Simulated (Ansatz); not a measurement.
**C4H5N (3-butenenitrile): a chain of runs**

Aim: a series of 26 runs (RPA@PBE/aug-pcseg-0, RPA@PBE/aug-pcseg-1, RPA@PBE/aug-pcseg-2, B3LYP/x2c-SV(P)all, UB3LYP/x2c-SV(P)all, B3LYP/x2c-SVPall, UB3LYP/x2c-SVPall, B3LYP/x2c-TZVPall, and more) of C4H5N and its partners. The setting varied is the lower state search. 

The results are computed with Ansatz 0.2.0.

### Step 1. The molecule

C4H5N: 10 atoms, total charge 0, spin state singlet. As SMILES, `C=CCC#N`. The shape is that of a PBE0-D4/def2-TZVP optimisation. This is one conformer, not always the lowest.

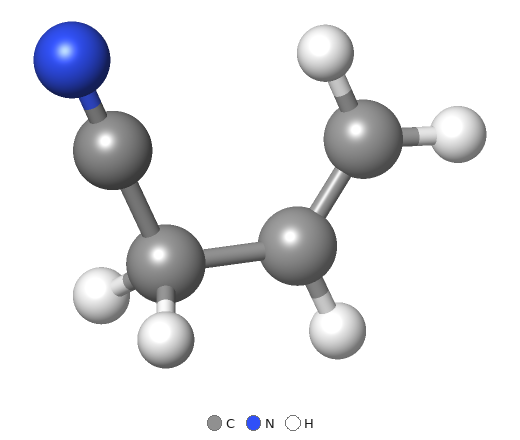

Viewed from a chosen angle; carbon grey, nitrogen blue, hydrogen white.

### Step 2. A single-point energy at RPA@PBE/aug-pcseg-0 (run 1)

run.yaml

```yaml
crystal:
  periodic: [false, false, false]
  atoms:
    - {symbol: C, position_ang: [-1.129800, -0.688300, -0.726400]}
    - {symbol: C, position_ang: [-0.331500, -0.736700, 0.326700]}
    - {symbol: C, position_ang: [0.719500, 0.278700, 0.674500]}
    - {symbol: C, position_ang: [0.811600, 1.377200, -0.272100]}
    - {symbol: N, position_ang: [0.873900, 2.238900, -1.029700]}
    - {symbol: H, position_ang: [-1.078900, 0.123300, -1.444900]}
    - {symbol: H, position_ang: [-1.863000, -1.465500, -0.902800]}
    - {symbol: H, position_ang: [-0.403000, -1.561200, 1.030500]}
    - {symbol: H, position_ang: [0.524400, 0.697000, 1.668600]}
    - {symbol: H, position_ang: [1.702000, -0.202800, 0.738800]}
basis:
  gaussian: {orbitals: aug-pcseg-0.json}
hamiltonian: {xc: {name: PBE}}
magnetization: {spin_polarized: false, initial_magnetization: 0}
correlation: {method: rpa, frozen_orbitals: {C: 1, H: 0, "N": 1}}
```

The basis set aug-pcseg-0 is read from a file made from the Basis Set Exchange's data (not shown).

Run with:

```console
ansatz run run.yaml --threads 1 --pin off --max-ram 3480MiB --events-out events.jsonl --progress --plain --runs-dir runs
```

Output:

```text
Warning: RAYON_NUM_THREADS=1 ignored (pool sized by the plan → 1); use --threads N
Functional definition: PBE
  name "PBE"
  parameter kappa = 0.804
  parameter beta = 0.06672455060314922
  exchange = pbe_x(kappa = kappa, mu = beta*pi^2/3)
  correlation = pbe_c(beta = beta)
1056 factors; integrals over basis functions are off by at most 4.3e-4 eV
mean field evaluation 1: about -5684.5276 eV, gradient 7.1e1 eV
mean field evaluation 2: about -5684.4900 eV, gradient 7.1e1 eV
mean field evaluation 4: about -5694.3275 eV, gradient 3.5e1 eV
mean field evaluation 8: about -5696.7976 eV, gradient 4.0e-1 eV
mean field evaluation 16: about -5696.7965 eV, gradient 2.4e-5 eV
mean field -5696.79653513 eV, -209.3534112385 hartree, gradient 3.1e-6 eV, S^2 0.000000; 0 other end points of the search recorded, 0 dependent functions left out
5 core orbitals not correlated: weight in the atoms' cores, before any rotation towards them, 1.000 or more for the frozen orbitals, at most 0.000 for the correlated occupied ones
reference -5665.18273953 eV, -208.1916256791 hartree; 13, 13 occupied and 62, 62 virtual orbitals, 1056 factors
Total energy: -5685.55839972 eV, -208.9404173797 hartree
```

Wall time 4.5 s (1 thread of Arm Neoverse V1, shared host); peak memory 0.15 GiB.

### Step 3. The C atom: the energy at RPA@PBE/aug-pcseg-0 (run 2)

molecule.yaml

```yaml
crystal:
  periodic: [false, false, false]
  atoms:
    - symbol: C
      position_ang: [0.000000, 0.000000, 0.000000]
basis:
  gaussian:
    orbitals: aug-pcseg-0.json
magnetization:
  spin_polarized: true
  initial_magnetization: 2
hamiltonian:
  xc: pbe
correlation:
  method: rpa
  frozen_orbitals: {C: 1}
```

The basis set aug-pcseg-0 is read from a file made from the Basis Set Exchange's data (not shown).

Run the same way, it converges to -37.68127 Eh (log not shown).

Runs 3 to 14 aren't shown in full; the table further down has their settings and results.

### Step 4. A single-point energy at B3LYP/x2c-SVPall (sfX2C) (run 15)

Changes to run.yaml since step 2:

```diff
@@ -14,5 +14,4 @@
 basis:
-  gaussian: {orbitals: aug-pcseg-0.json}
-hamiltonian: {xc: {name: PBE}}
-magnetization: {spin_polarized: false, initial_magnetization: 0}
-correlation: {method: rpa, frozen_orbitals: {C: 1, H: 0, "N": 1}}
+  gaussian: {orbitals: x2c-SVPall.json}
+hamiltonian: {xc: {name: B3LYP}}
+output: {orbitals: {seedname: orbitals}}
```

The basis set x2c-SVPall is read from a file made from the Basis Set Exchange's data (not shown).

Run with:

```console
ansatz run run.yaml --threads 1 --pin off --max-ram 3480MiB --events-out events.jsonl --progress --plain --runs-dir runs
```

Output:

```text
Warning: RAYON_NUM_THREADS=1 ignored (pool sized by the plan → 1); use --threads N
Functional definition: B3LYP
  name "B3LYP"
  parameter a0 = 0.2
  parameter ax = 0.72
  parameter ac = 0.81
  exchange = (1 - a0 - ax)*slater_x + ax*b88_x + a0*exact_x
  correlation = (1 - ac)*vwn_rpa_c + ac*lyp_c
1092 factors; their error is unknown
mean field evaluation 1: about -5709.4079 eV, gradient 5.3e1 eV
mean field evaluation 2: about -5704.9503 eV, gradient 7.0e1 eV
mean field evaluation 4: about -5716.4941 eV, gradient 2.5e0 eV
mean field evaluation 8: about -5716.5064 eV, gradient 6.6e-2 eV
mean field -5716.48530357 eV, -210.0769601334 hartree, gradient 7.8e-5 eV, S^2 0.000000; 0 other end points of the search recorded, 0 dependent functions left out
reference -5716.48552003 eV, -210.0769680880 hartree; 18, 18 occupied and 77, 77 virtual orbitals, 1092 factors
Total energy: -5716.48552003 eV, -210.0769680880 hartree
Relativity: scalar
```

Wall time 2.4 s (1 thread of Arm Neoverse V1, shared host); peak memory 0.17 GiB.

Runs 16 to 25 aren't shown in full; the table further down has their settings and results.

### Step 5. The doublet cation: a single-point energy at UPBE/aug-cc-pVDZ (run 26)

Changes to run.yaml since step 4:

```diff
@@ -14,4 +14,11 @@
 basis:
-  gaussian: {orbitals: x2c-SVPall.json}
-hamiltonian: {xc: {name: B3LYP}}
-output: {orbitals: {seedname: orbitals}}
+  gaussian:
+    orbitals: aug-cc-pVDZ
+total_charge: 1
+magnetization:
+  spin_polarized: true
+  initial_magnetization: 1
+hamiltonian:
+  xc: {name: PBE}
+scf:
+  lower_state_search: standard
```

Run with:

```console
ansatz run run.yaml --threads 1 --pin off --max-ram 3480MiB --events-out events.jsonl --progress --plain --runs-dir runs
```

Output, shortened:

```text
Warning: RAYON_NUM_THREADS=1 ignored (pool sized by the plan → 1); use --threads N
[... 6 set-up lines as earlier in the session ...]
1464 factors; their error is unknown
mean field evaluation 1: about -5686.8264 eV, gradient 5.3e1 eV
mean field evaluation 2: about -5669.1287 eV, gradient 7.2e1 eV
mean field evaluation 4: about -5700.3252 eV, gradient 1.1e1 eV
mean field evaluation 8: about -5701.2849 eV, gradient 6.9e-1 eV
mean field evaluation 16: about -5701.2380 eV, gradient 8.4e-3 eV
mean field evaluation 32: about -5701.1731 eV, gradient 2.8e0 eV
mean field -5701.23802003 eV, -209.5166327982 hartree, gradient 2.2e-5 eV, S^2 0.751858; 7 other end points of the search recorded, 0 dependent functions left out
reference -5701.23808935 eV, -209.5166353458 hartree; 18, 17 occupied and 142, 143 virtual orbitals, 1464 factors
Total energy: -5701.23808935 eV, -209.5166353458 hartree
```

It took 18 s on 1 thread of Arm Neoverse V1, shared host; peak memory 0.29 GiB.

### Step 6. Overview of the runs

```
run                        level  lower state search  frozen core orbitals  partner  energy (Eh)  wall time
  1          RPA@PBE/aug-pcseg-0             default                     5     base  -208.940417      4.5 s
  2          RPA@PBE/aug-pcseg-0             default                     1    atoms   -37.681269     0.24 s
  3          RPA@PBE/aug-pcseg-0             default                     0    atoms    -0.502155     0.08 s
  4          RPA@PBE/aug-pcseg-0             default                     1    atoms   -54.339640     0.14 s
  5          RPA@PBE/aug-pcseg-1             default                     5     base  -209.837505       11 s
  6          RPA@PBE/aug-pcseg-1             default                     1    atoms   -37.805963     0.46 s
  7          RPA@PBE/aug-pcseg-1             default                     0    atoms    -0.511929      0.1 s
  8          RPA@PBE/aug-pcseg-1             default                     1    atoms   -54.520112      0.2 s
  9          RPA@PBE/aug-pcseg-2             default                     5     base  -210.154818       38 s
 10          RPA@PBE/aug-pcseg-2             default                     1    atoms   -37.849170     0.76 s
 11          RPA@PBE/aug-pcseg-2             default                     0    atoms    -0.517668     0.12 s
 12          RPA@PBE/aug-pcseg-2             default                     1    atoms   -54.586678     0.36 s
 13   B3LYP/x2c-SV(P)all (sfX2C)             default                     –     base  -210.064809      2.3 s
 14  UB3LYP/x2c-SV(P)all (sfX2C)             default                     –   cation  -209.684017      6.3 s
 15     B3LYP/x2c-SVPall (sfX2C)             default                     –     base  -210.076968      2.4 s
 16    UB3LYP/x2c-SVPall (sfX2C)             default                     –   cation  -209.696859      6.9 s
 17    B3LYP/x2c-TZVPall (sfX2C)             default                     –     base  -210.319437      5.4 s
 18   UB3LYP/x2c-TZVPall (sfX2C)             default                     –   cation  -209.937689       20 s
 19   B3LYP/x2c-TZVPPall (sfX2C)             default                     –     base  -210.321429      6.6 s
 20  UB3LYP/x2c-TZVPPall (sfX2C)             default                     –   cation  -209.939669       24 s
 21              PBE/aug-cc-pVDZ                 off                     –     base  -209.892409      2.8 s
 22             UPBE/aug-cc-pVDZ                 off                     –   cation  -209.516635      5.4 s
 23              PBE/aug-cc-pVDZ               light                     –     base  -209.892409      4.8 s
 24             UPBE/aug-cc-pVDZ               light                     –   cation  -209.516635       18 s
 25              PBE/aug-cc-pVDZ            standard                     –     base  -209.892409      4.8 s
 26             UPBE/aug-cc-pVDZ            standard                     –   cation  -209.516635       18 s
```

### Step 7. Results

```
                                                              quantity          value
                                  doublet cation, run 26: total energy  -209.51664 Eh
                                          doublet cation, run 26: ⟨S²⟩          0.752
                    electronic atomisation energy, RPA@PBE/aug-pcseg-0      37.142 eV
                    electronic atomisation energy, RPA@PBE/aug-pcseg-1      41.739 eV
                    electronic atomisation energy, RPA@PBE/aug-pcseg-2      43.079 eV
vertical ionisation energy (to the doublet cation), B3LYP/x2c-SV(P)all      10.362 eV
  vertical ionisation energy (to the doublet cation), B3LYP/x2c-SVPall      10.343 eV
 vertical ionisation energy (to the doublet cation), B3LYP/x2c-TZVPall      10.388 eV
vertical ionisation energy (to the doublet cation), B3LYP/x2c-TZVPPall      10.388 eV
   vertical ionisation energy (to the doublet cation), PBE/aug-cc-pVDZ      10.225 eV
```

At RPA@PBE/aug-pcseg-0: taking the molecule apart into free atoms costs 37.14 eV (857 kcal/mol), before zero-point energy and without spin-orbit coupling. The basis has no polarisation functions, which makes bonds too weak. At RPA@PBE/aug-pcseg-1: taking the molecule apart into free atoms costs 41.74 eV (963 kcal/mol), before zero-point energy and without spin-orbit coupling. At RPA@PBE/aug-pcseg-2: taking the molecule apart into free atoms costs 43.08 eV (993 kcal/mol), before zero-point energy and without spin-orbit coupling. At B3LYP/x2c-SV(P)all: removing an electron at fixed nuclei costs 10.36 eV (239 kcal/mol). −ε(HOMO) before ionisation, 7.76 eV, is 2.60 eV below this ionisation energy. At B3LYP/x2c-SVPall: removing an electron at fixed nuclei costs 10.34 eV (239 kcal/mol). Totals of different functionals can't be ranked against each other. All runs together took 3.1 min, the longest 38 s.
